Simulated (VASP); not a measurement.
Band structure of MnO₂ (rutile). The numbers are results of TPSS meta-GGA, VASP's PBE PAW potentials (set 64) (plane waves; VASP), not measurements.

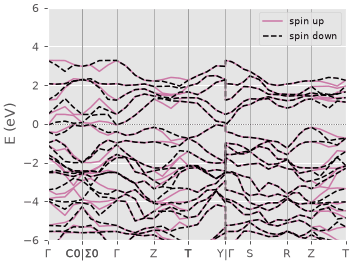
Figure. Bands along high-symmetry lines, zero at the valence-band maximum or, without a gap, the Fermi level

Read the plot: is there a gap, and where are the band edges?

It has no gap at this level: it comes out as a metal or semimetal.

The compound is MnO2 in the rutile structure. It was relaxed first.
